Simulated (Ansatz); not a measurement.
# RbTi2: relaxing a made-up structure

This structure for RbTi2 is made up. Its elements were placed in a known structure type with a cell scaled to their sizes. What cell does the guess relax to, and how far off was it?

Method: DFT, r2SCAN, plane-wave PAW, files of the set soft_1, scalar-relativistic, no spin, cell and ions relaxed at zero pressure; PAW set soft_1, in the first sound run; inputs show where later runs differ, in Ansatz 0.2.0.

## (1) Starting point

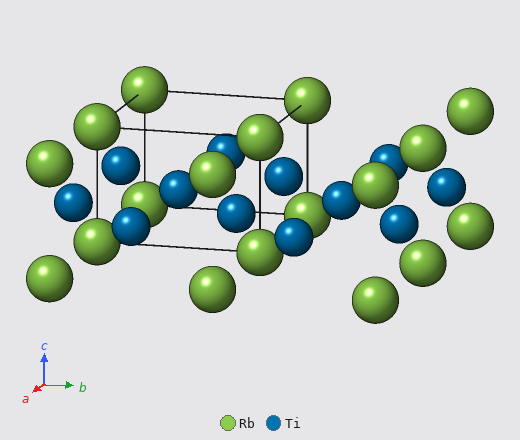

Start, viewed slightly off an axis; rubidium green, titanium blue. 2×2×1 cells are drawn. Some periodic images of atoms are drawn too.

## (2) Relaxing cell and atoms

The guess takes its coordinates from another compound and its volume from a rule, so the cell and any free coordinates are relaxed together.

File input.yaml:

```yaml
crystal:
  lattice:
    - [5.653, 0.0, 0.0]
    - [0.0, 5.653, 0.0]
    - [0.0, 0.0, 3.934]
  atoms:
    - { symbol: Rb, position: [0.0, 0.0, 0.0] }
    - { symbol: Ti, position: [0.0, 0.5, 0.5] }
    - { symbol: Ti, position: [0.5, 0.0, 0.5] }
kpoints:
  mp_grid: { grid: [5, 5, 7] }
scf:
  occupations: { method: fermi_dirac, width: 0.05 }
hamiltonian:
  xc: r2scan
  pseudopotentials: { kind: paw, azcp: { folder: soft_1 } }
relax:
  f_tol: 0.015
  max_steps: 70
  cell: {}
output:
  forces: true
  stress: true
```

Launch:

```bash
> ansatz run input.yaml --threads 4 --pin off --max-ram 8192MiB --backend cpu --events-out ev --progress --plain --runs-dir out
```

Numbers of over 12 decimals in the logs are rounded to 6 here.

Log:

```text
Engine: ansatz 0.2.0, x86_64-unknown-linux-gnu
Pseudopotentials: kind: paw
Pseudopotential: Rb, paw, valence charge 9, recommended cutoff 500 eV (meta_gga), soft_1/Rb.paw.azcp
Pseudopotential: Ti, paw, valence charge 12, recommended cutoff 500 eV (meta_gga), soft_1/Ti.paw.azcp
Functional definition: r2SCAN
  parameter k0 = 0.174
  parameter k1 = 0.065
  parameter a1 = 4.9479
  exchange = r2scan_x(k0 = k0, k1 = k1, a1 = a1)
  correlation = r2scan_c
Crystal: 3 atoms, lattice volume = 125.717 Å³
Basis set: ecut = 500 eV, 3219 PW (Γ), exchange–correlation on 180×180×120 points (64 copies of the dense FFT grid, shifted against one another)
Bands: 21, of which v1, the nominal top of the filled ones, is band 17 counted from 1 (16 counted from 0)
Symmetry: 16 space group operations
Space group: P4/mmm (ITA 123), of the structure as read, at distance tolerance 5.0e-5 Å
k-points: 24 of 175
Non-local potential: Rb, projectors of the file, l = 0: 3, l = 1: 2, l = 2: 2
Non-local potential: Ti, projectors of the file, l = 0: 3, l = 1: 2, l = 2: 3, l = 3: 1
PAW form: soft (Blöchl's): semilocal exchange-correlation on the pseudo side does not see the compensation charge
PAW frozen core: Rb, regenerated for the run's functional (the file was generated under x = pbe(κ = 0.804, μ = 0.219515), c = pbe(β = 0.066725))
PAW frozen core: Ti, regenerated for the run's functional (the file was generated under x = pbe(κ = 0.804, μ = 0.219515), c = pbe(β = 0.066725))
PAW one-centre angular grid: Rb, 302 points (default); XC on 160 Gauss nodes
PAW one-centre angular grid: Ti, 590 points (default); XC on 160 Gauss nodes
Initial density: superposition of atomic densities (chi_scale 0.1, normalization cell, long waves kept (reshape's long-wave potential 0.00 eV rms))
Initial wavefunctions: pseudopotential atomic-orbital guess
Functional: x = r2scan, c = r2scan; τ floored in thin density (d = 2e-4 eV/Å³)
SCF iter   1: F=—  HF=-8278.703621 eV  |F-HF|=—  |Δ(HF+E_count)|=         —  Δρ=4.77e-2  dr2=4.24e0  dr2_τ=1.34e-1  ethr=3.10e-3  ⟨swp⟩=5.2  Hψ=2142  notcnv=0
preconditioner: auto → LDOS  [metal: Δε(μ)=0.011 eV  Ē_g=1.430 eV  σ=0.050 eV  W_gap=0.05  n_scr=18 (ndim 8)  ℏωp=9.9 eV  f_vac=0.013  D(μ)=9.05/eV (n_scr^D=104)  β→1.0]
SCF iter   2: F=—  HF=-8278.228880 eV  |F-HF|=—  |Δ(HF+E_count)|=   4.75e-1  Δρ=1.96e-2  dr2=2.80e-1  dr2_τ=7.85e-2  ethr=3.10e-3  ⟨swp⟩=3.0  Hψ=1202  notcnv=0
SCF iter   3: F=—  HF=-8278.489278 eV  |F-HF|=—  |Δ(HF+E_count)|=   2.60e-1  Δρ=1.07e-2  dr2=1.69e-1  dr2_τ=6.29e-3  ethr=8.49e-4  ⟨swp⟩=3.2  Hψ=1100  notcnv=0
SCF iter   4: F=—  HF=-8278.497836 eV  |F-HF|=—  |Δ(HF+E_count)|=   8.56e-3  Δρ=3.35e-3  dr2=1.48e-2  dr2_τ=3.47e-4  ethr=5.11e-4  ⟨swp⟩=2.6  Hψ=767  notcnv=0
SCF iter   5: F=—  HF=-8278.502825 eV  |F-HF|=—  |Δ(HF+E_count)|=   4.99e-3  Δρ=1.23e-3  dr2=1.40e-3  dr2_τ=8.46e-5  ethr=4.49e-5  ⟨swp⟩=2.1  Hψ=804  notcnv=0
SCF iter   6: F=—  HF=-8278.503165 eV  |F-HF|=—  |Δ(HF+E_count)|=   3.40e-4  Δρ=4.67e-4  dr2=2.85e-4  dr2_τ=1.41e-5  ethr=4.25e-6  ⟨swp⟩=2.0  Hψ=634  notcnv=0
SCF iter   7: F=—  HF=-8278.503247 eV  |F-HF|=—  |Δ(HF+E_count)|=   8.26e-5  Δρ=1.58e-4  dr2=3.78e-5  dr2_τ=9.26e-7  ethr=8.62e-7  ⟨swp⟩=2.0  Hψ=620  notcnv=0
SCF iter   8: F=—  HF=-8278.503261 eV  |F-HF|=—  |Δ(HF+E_count)|=   1.35e-5  Δρ=5.52e-5  dr2=5.83e-6  dr2_τ=1.58e-7  ethr=1.14e-7  ⟨swp⟩=2.0  Hψ=626  notcnv=0
SCF iter   9: F=—  HF=-8278.503265 eV  |F-HF|=—  |Δ(HF+E_count)|=   3.87e-6  Δρ=2.58e-5  dr2=7.95e-7  dr2_τ=3.77e-8  ethr=1.77e-8  ⟨swp⟩=2.0  Hψ=626  notcnv=0
SCF iter  10: F=-8278.503265 eV  HF=-8278.503265 eV  |F-HF|=8.97e-8  |Δ(HF+E_count)|=   6.61e-7  Δρ=7.33e-6  dr2=7.37e-8  dr2_τ=1.96e-9  ethr=3.03e-10  ⟨swp⟩=3.1  Hψ=2104  notcnv=0
SCF 1 converged in 10 iterations: F = -8278.503265 eV  dr2 = 7.37e-8
  greatest PAW one-centre occupation: 1.000 electrons in one spin orbital (limit 2), on the Ti atom at site 2 (counted from 0), in its partial waves of l = 0
relax step   1: F+E_penalty+E_count = -8278.50326531 eV  Δ(F+E_penalty+E_count) = +0.000e0 eV  max|allowed force component| = 3.681e-29 eV/Å  Δτ_max = 0.0000 Å  P = -3.627 GPa  Ω = 125.717 Å³  (10 SCF iters, dr2 threshold 1.00e-7 eV, accepted)
Crystal: 3 atoms, lattice volume = 112.261 Å³
Basis set: ecut = 500 eV, 2817 PW (Γ), exchange–correlation on 180×180×120 points (64 copies of the dense FFT grid, shifted against one another)
Initial density: handed on by an earlier stage of this run
Initial wavefunctions: those handed on with the density
iter 1 solved again at ethr=1.73e-4 eV; its pass at ethr=3.10e-3 eV (dr2=5.72e-2 eV) is discarded
SCF iter   1: F=—  HF=-8278.315202 eV  |F-HF|=—  |Δ(HF+E_count)|=         —  Δρ=7.81e-3  dr2=5.99e-2  dr2_τ=1.59e-1  ethr=1.73e-4  ⟨swp⟩=1.2  Hψ=3152  notcnv=0
preconditioner: auto → Kerker (q_TF=auto, 2.225 Å⁻¹)  [metal: Δε(μ)=0.058 eV  Ē_g=5.964 eV  σ=0.050 eV  W_gap=0.26  n_scr=18 (ndim 8)  ℏωp=13.6 eV  f_vac=0.000  D(μ)=7.18/eV (n_scr^D=68)]
SCF iter   2: F=—  HF=-8278.810128 eV  |F-HF|=—  |Δ(HF+E_count)|=   4.95e-1  Δρ=3.50e-3  dr2=1.49e-2  dr2_τ=2.55e-3  ethr=1.73e-4  ⟨swp⟩=3.3  Hψ=1074  notcnv=0
SCF iter   3: F=—  HF=-8278.809664 eV  |F-HF|=—  |Δ(HF+E_count)|=   4.64e-4  Δρ=1.52e-3  dr2=1.98e-3  dr2_τ=3.56e-4  ethr=4.52e-5  ⟨swp⟩=2.1  Hψ=711  notcnv=0
SCF iter   4: F=—  HF=-8278.810841 eV  |F-HF|=—  |Δ(HF+E_count)|=   1.18e-3  Δρ=4.49e-4  dr2=2.77e-4  dr2_τ=1.85e-5  ethr=6.00e-6  ⟨swp⟩=2.0  Hψ=714  notcnv=0
SCF iter   5: F=—  HF=-8278.810935 eV  |F-HF|=—  |Δ(HF+E_count)|=   9.47e-5  Δρ=1.53e-4  dr2=3.11e-5  dr2_τ=1.96e-6  ethr=8.40e-7  ⟨swp⟩=2.0  Hψ=682  notcnv=0
SCF iter   6: F=—  HF=-8278.810946 eV  |F-HF|=—  |Δ(HF+E_count)|=   1.06e-5  Δρ=6.55e-5  dr2=4.95e-6  dr2_τ=2.82e-7  ethr=9.42e-8  ⟨swp⟩=2.1  Hψ=693  notcnv=0
SCF iter   7: F=—  HF=-8278.810949 eV  |F-HF|=—  |Δ(HF+E_count)|=   3.10e-6  Δρ=2.36e-5  dr2=9.67e-7  dr2_τ=2.15e-8  ethr=1.50e-8  ⟨swp⟩=2.0  Hψ=710  notcnv=0
SCF iter   8: F=-8278.810950 eV  HF=-8278.810950 eV  |F-HF|=6.36e-8  |Δ(HF+E_count)|=   5.84e-7  Δρ=1.09e-5  dr2=1.37e-7  dr2_τ=6.56e-9  ethr=9.09e-10  ⟨swp⟩=5.0  Hψ=1828  notcnv=0
SCF 2 converged in 8 iterations: F = -8278.810950 eV  dr2 = 1.37e-7
relax step   2: F+E_penalty+E_count = -8278.81094983 eV  Δ(F+E_penalty+E_count) = -3.077e-1 eV  max|allowed force component| = 8.267e-30 eV/Å  Δτ_max = 0.0000 Å  P = -3.345 GPa  Ω = 112.261 Å³  energy of the carried Pulay correction = +2.624e-3 eV  (8 SCF iters, dr2 threshold 3.00e-7 eV, accepted)
Crystal: 3 atoms, lattice volume = 98.677 Å³
[...]
relax step  17: F+E_penalty+E_count = -8283.08416101 eV  Δ(F+E_penalty+E_count) = -1.217e-1 eV  max|allowed force component| = 4.240e-30 eV/Å  Δτ_max = 0.0000 Å  P = +1.371 GPa  Ω = 80.764 Å³  energy of the carried Pulay correction = +1.034e-2 eV  (8 SCF iters, dr2 threshold 3.00e-7 eV, accepted)
relax step  18: F+E_penalty+E_count = -8283.12580141 eV  Δ(F+E_penalty+E_count) = -4.164e-2 eV  max|allowed force component| = 3.412e-29 eV/Å  Δτ_max = 0.0000 Å  P = +0.234 GPa  Ω = 81.640 Å³  energy of the carried Pulay correction = +1.013e-2 eV  (8 SCF iters, dr2 threshold 3.00e-7 eV, accepted)
relax step  19: F+E_penalty+E_count = -8283.12590874 eV  Δ(F+E_penalty+E_count) = -1.073e-4 eV  max|allowed force component| = 1.262e-29 eV/Å  Δτ_max = 0.0000 Å  P = -0.186 GPa  Ω = 82.389 Å³  energy of the carried Pulay correction = +9.924e-3 eV  (6 SCF iters, dr2 threshold 3.00e-7 eV, accepted)
relax step  20: F+E_penalty+E_count = -8283.12619863 eV  Δ(F+E_penalty+E_count) = -2.899e-4 eV  max|allowed force component| = 4.207e-30 eV/Å  Δτ_max = 0.0000 Å  P = +0.002 GPa  Ω = 82.073 Å³  energy of the carried Pulay correction = +1.001e-2 eV  (6 SCF iters, dr2 threshold 1.19e-7 eV, accepted)
relax step  21: F+E_penalty+E_count = -8283.42023069 eV  Δ(F+E_penalty+E_count) = -2.940e-1 eV  max|allowed force component| = 1.264e-29 eV/Å  Δτ_max = 0.0000 Å  P = +3.010 GPa  Ω = 82.073 Å³  stress off target by 9.34e0 GPa  SCF on the basis re-selected at this cell (its energy is not comparable with the rows above)  (11 SCF iters)
relax step  22: F+E_penalty+E_count = -8283.55384831 eV  Δ(F+E_penalty+E_count) = -1.336e-1 eV  max|allowed force component| = 1.269e-29 eV/Å  Δτ_max = 0.0000 Å  P = +2.364 GPa  Ω = 84.010 Å³  energy of the carried Pulay correction = -5.813e-4 eV  (8 SCF iters, dr2 threshold 3.00e-7 eV, accepted)
relax step  23: F+E_penalty+E_count = -8283.65185250 eV  Δ(F+E_penalty+E_count) = -9.800e-2 eV  max|allowed force component| = 2.630e-30 eV/Å  Δτ_max = 0.0000 Å  P = +1.823 GPa  Ω = 85.923 Å³  energy of the carried Pulay correction = -1.143e-3 eV  (6 SCF iters, dr2 threshold 3.00e-7 eV, accepted)
relax step  24: F+E_penalty+E_count = -8283.71971600 eV  Δ(F+E_penalty+E_count) = -6.786e-2 eV  max|allowed force component| = 2.367e-30 eV/Å  Δτ_max = 0.0000 Å  P = +1.205 GPa  Ω = 88.116 Å³  energy of the carried Pulay correction = -1.769e-3 eV  (6 SCF iters, dr2 threshold 3.00e-7 eV, accepted)
relax step  25: F+E_penalty+E_count = -8283.75835132 eV  Δ(F+E_penalty+E_count) = -3.864e-2 eV  max|allowed force component| = 1.578e-30 eV/Å  Δτ_max = 0.0000 Å  P = +0.527 GPa  Ω = 90.609 Å³  energy of the carried Pulay correction = -2.460e-3 eV  (6 SCF iters, dr2 threshold 3.00e-7 eV, accepted)
relax step  26: F+E_penalty+E_count = -8283.76776660 eV  Δ(F+E_penalty+E_count) = -9.415e-3 eV  max|allowed force component| = 3.182e-29 eV/Å  Δτ_max = 0.0000 Å  P = +0.030 GPa  Ω = 92.658 Å³  energy of the carried Pulay correction = -3.014e-3 eV  (5 SCF iters, dr2 threshold 3.00e-7 eV, accepted)
relax step  27: F+E_penalty+E_count = -8283.76779021 eV  Δ(F+E_penalty+E_count) = -2.361e-5 eV  max|allowed force component| = 2.104e-30 eV/Å  Δτ_max = 0.0000 Å  P = -0.001 GPa  Ω = 92.815 Å³  energy of the carried Pulay correction = -3.056e-3 eV  (4 SCF iters, dr2 threshold 3.35e-8 eV, accepted)
Basis set: ecut = 500 eV, 2355 PW (Γ), exchange–correlation on 108×108×216 points (64 copies of the dense FFT grid, shifted against one another)
iter 1 solved again at ethr=1.93e-7 eV; its pass at ethr=3.10e-3 eV (dr2=6.36e-5 eV) is discarded
SCF iter   1: F=—  HF=-8283.772167 eV  |F-HF|=—  |Δ(HF+E_count)|=         —  Δρ=3.42e-4  dr2=1.27e-5  dr2_τ=7.98e-5  ethr=1.93e-7  ⟨swp⟩=4.4  Hψ=3850  notcnv=0
preconditioner: auto → LDOS  [metal: Δε(μ)=0.022 eV  Ē_g=7.245 eV  σ=0.050 eV  W_gap=0.11  n_scr=16 (ndim 8)  ℏωp=14.9 eV  f_vac=0.018  D(μ)=3.99/eV (n_scr^D=38)  β→1.0]
SCF iter   2: F=—  HF=-8283.772252 eV  |F-HF|=—  |Δ(HF+E_count)|=   8.42e-5  Δρ=7.88e-5  dr2=6.04e-6  dr2_τ=2.86e-7  ethr=3.85e-8  ⟨swp⟩=2.0  Hψ=913  notcnv=0
SCF iter   3: F=—  HF=-8283.772241 eV  |F-HF|=—  |Δ(HF+E_count)|=   1.06e-5  Δρ=2.24e-5  dr2=2.13e-7  dr2_τ=7.46e-8  ethr=1.83e-8  ⟨swp⟩=2.0  Hψ=858  notcnv=0
SCF iter   4: F=—  HF=-8283.772245 eV  |F-HF|=—  |Δ(HF+E_count)|=   4.47e-6  Δρ=3.66e-6  dr2=1.40e-8  dr2_τ=5.51e-10  ethr=6.46e-10  ⟨swp⟩=2.0  Hψ=922  notcnv=0
SCF iter   5: F=—  HF=-8283.772245 eV  |F-HF|=—  |Δ(HF+E_count)|=   6.82e-9  Δρ=1.38e-6  dr2=2.22e-9  dr2_τ=8.33e-11  ethr=4.25e-11  ⟨swp⟩=2.1  Hψ=632  notcnv=0
SCF iter   6: F=—  HF=-8283.772245 eV  |F-HF|=—  |Δ(HF+E_count)|=  3.60e-10  Δρ=2.13e-7  dr2=6.40e-11  dr2_τ=9.57e-13  ethr=6.74e-12  ⟨swp⟩=2.0  Hψ=616  notcnv=0
SCF iter   7: F=-8283.772245 eV  HF=-8283.772245 eV  |F-HF|=1.82e-12  |Δ(HF+E_count)|=  2.91e-11  Δρ=4.22e-8  dr2=1.32e-12  dr2_τ=1.23e-13  ethr=1.00e-12  ⟨swp⟩=6.2  Hψ=2337  notcnv=0
SCF 28 converged in 7 iterations: F = -8283.772245 eV  dr2 = 1.32e-12
relax step  28: F+E_penalty+E_count = -8283.77224550 eV  Δ(F+E_penalty+E_count) = -4.455e-3 eV  max|allowed force component| = 4.470e-30 eV/Å  Δτ_max = 0.0000 Å  P = +0.008 GPa  Ω = 92.815 Å³  stress off target by 2.76e-2 GPa  SCF on the basis re-selected at this cell (its energy is not comparable with the rows above)  (7 SCF iters)
basis re-selected at this cell: Δ(F+E_penalty+E_count) = -4.455e-3 eV, ΔP = +0.009 GPa vs the last step (what re-selecting the basis moved, of the pressure what is left beyond the Pulay correction that the steps carried, after the strain that the cell walked since its last selection, with what the two solves' SCF thresholds leave and, on support functions, any second-order correction that the steps lacked; it is no measure of the basis error at this ecutwfc). The dense FFT grid was sized anew with the basis: this SCF ran on 27×27×54 points, the steps before it on 27×27×48, so part of this shift can come from that change (see relax.cell in the input reference). [rest of the remark cut]
SCF converged after 7 iterations
Free energy (F): -8283.772245 eV
Harris-Foulkes:  -8283.772245 eV  (|F-HF|=1.82e-12)
Internal energy: -8283.740105 eV  (E = F + TS)
E sigma→0 (E₀):  -8283.756175 eV
Entropy (-TS):   -0.032141 eV (-10.714 meV/atom)
Fermi energy:    7.171968 eV
--- Per-component energies (eV) ---
  E_band       = -558.603990
  E_kinetic    = 745.616031
  E_local      = -3805.381382  (includes V_loc(G=0)·N_el)
  E_nonlocal   = 310.129127
  E_hartree    = 1513.639100
  E_xc         = -339.513632
  E_vxc        = -460.200777  (∫ρ·V_xc dr)
  E_paw        = -4743.083597  (= ΣΔE_a)
  E_vpaw       = -404.781682  (= ΣTr[D̂ρ^β])
  E_aug_tail   = -0.000057  (compensation charges beyond the density's cutoff)
  E_vtau       = 28.736498  (kinetic-family band-sum trace: ∫τ·v_τ [+ j·A + Jᵃ·Aᵃ] dr)
  E_ewald      = -1964.491853
  E_core_change = -0.653841  (= ΣΔE_core)
  E_smearing   = -0.032141  (= −TS)
  E_closure    = -0.000000  (closes the sum)
  Σ components = -8283.772245   (vs F -8283.772245, Δ=0.00e0)
--- Forces (eV/Å), atoms counted from 1 ---
  atom   1  Rb     0.00000000     0.00000000     0.00000000
  atom   2  Ti     0.00000000    -0.00000000     0.00000000
  atom   3  Ti     0.00000000     0.00000000     0.00000000
  max |Σ_I F_I| component: 5.52e-30 eV/Å
--- Stress (GPa, compression-positive) ---
       -0.001065       0.000000       0.000000
        0.000000      -0.001065       0.000000
        0.000000       0.000000       0.027589
  P = ⅓ Tr σ = 0.0085 GPa (0.085 kbar)
--- Relaxed structure (26 steps of the walk, 26 accepted, 2 SCFs on fresh bases) ---
  F+E_penalty+E_count = -8283.77224550 eV   max|allowed force component| = 4.470e-30 eV/Å   (the final SCF, on the basis selected at the relaxed cell)
  cell:  # Å, volume = 92.8146 Å³
    - [3.592288, 0, 0.0]
    - [0, 3.592288, 0.0]
    - [0.0, 0.0, 7.192405]
  atoms:
    - { symbol: Rb, position: [0, 0, 0.0] }
    - { symbol: Ti, position: [0, 0.5, 0.5] }
    - { symbol: Ti, position: [0.5, 0, 0.5] }
```

Elapsed: 25 s, on 4 threads of AMD EPYC 9R45 (Zen 5), shared host; peak memory 0.86 GiB; 87 s of CPU time.

Step by step (22 of 28):

```
step  energy less that of the first step (eV)  largest force component (eV/Å)  pressure (GPa)  volume (Å³)
   1                                   0.0000                          0.0000           -3.63       125.72
   2                                  -0.3077                          0.0000           -3.34       112.26
   4                                  -0.7233                          0.0000           -0.56        87.06
   5                                  -0.7568                          0.0000            1.07        81.95
   6                                  -0.8442                          0.0000            2.15        80.72
   7                                  -1.0212                          0.0000            1.97        82.07
   9                                  -1.7847                          0.0000            1.78        80.44
  10                                  -2.3547                          0.0000            2.59        78.13
  11                                  -2.8904                          0.0000            3.82        75.82
  13                                  -3.6945                          0.0000            4.74        75.25
  14                                  -4.0045                          0.0000            4.06        76.81
  15                                  -4.2656                          0.0000            4.04        77.08
  16                                  -4.4592                          0.0000            2.81        78.90
  18                                  -4.6225                          0.0000            0.23        81.64
  19                                  -4.6226                          0.0000           -0.19        82.39
  20                                  -4.6229                          0.0000            0.00        82.07
  22                                  -5.0506                          0.0000            2.36        84.01
  23                                  -5.1486                          0.0000            1.82        85.92
  24                                  -5.2165                          0.0000            1.21        88.12
  25                                  -5.2551                          0.0000            0.53        90.61
  27                                  -5.2645                          0.0000            0.00        92.81
 28*                                  -5.2690                          0.0000            0.01        92.81
```

Relaxation steps marked * repeat the geometry before them on a plane-wave basis chosen anew for their cell, so energy and pressure can jump there. Other such steps can lie between the rows shown.

The run keeps the 16 symmetry operations that it works with, so distortions that break them were not tested.

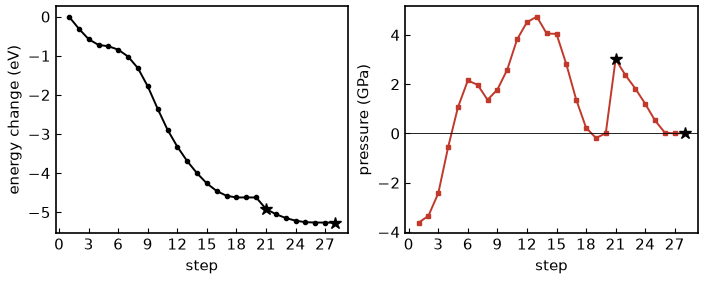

Energy and pressure along the relaxation. Stars mark steps on a basis chosen anew.

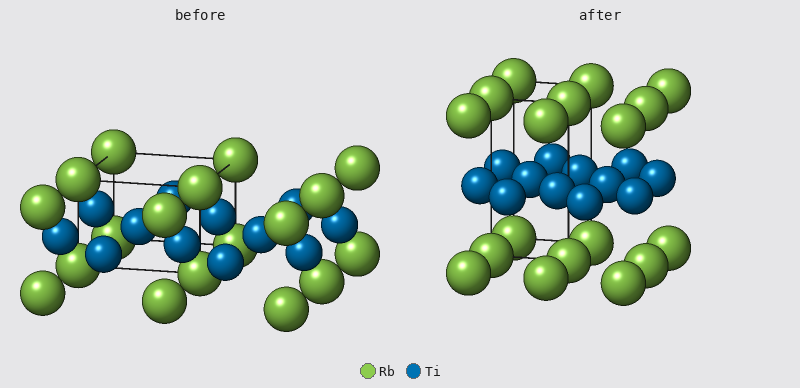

The structure before and after the relaxation, drawn at the same scale.

```
     cell as run  before  after   change
           a (Å)   5.653  3.592  -36.5 %
           b (Å)   5.653  3.592  -36.5 %
           c (Å)   3.934  7.192  +82.8 %
volume (Å³/atom)   41.91  30.94  -26.2 %
```

Final coordinates:

```cif
data_structure
_symmetry_space_group_name_H-M 'P 1'
_symmetry_Int_Tables_number 1
_cell_length_a 3.5923
_cell_length_b 3.5923
_cell_length_c 7.1924
_cell_angle_alpha 90.000
_cell_angle_beta 90.000
_cell_angle_gamma 90.000
_cell_volume 92.81
loop_
_atom_site_label
_atom_site_type_symbol
_atom_site_fract_x
_atom_site_fract_y
_atom_site_fract_z
_atom_site_occupancy
Rb1 Rb 0.00000 0.00000 0.00000 1
Ti2 Ti 0.00000 0.50000 0.50000 1
Ti3 Ti 0.50000 0.00000 0.50000 1
```

Numbers from this step:

- free energy: -8283.7722 eV
- energy at zero smearing: -8283.7562 eV
- smearing term TS: 0.03214 eV
- Fermi energy: 7.172 eV
- electrons: 33
- symmetry operations: 16
- pressure: 0.008486 GPa

Shortest distances by pair of elements, guess and relaxed (not always the same contact):

```
 pair  guess (Å)  relaxed (Å)
Ti–Ti      3.934        2.540
Rb–Rb      3.934        3.592
Rb–Ti      3.444        4.020
```

The relaxation ends with a pressure of 0.01 GPa.

[end of part 1 of 2]

[Logs are printed without paths, hosts, clocks, repeated set-up lines and the standing remarks that a program may print on its own settings, such as how far it seeks lower states.]

[Hosts, paths, dates, database ids (printed as entryN), source tags and the programs' standing remarks are cut or masked in the printed files.]
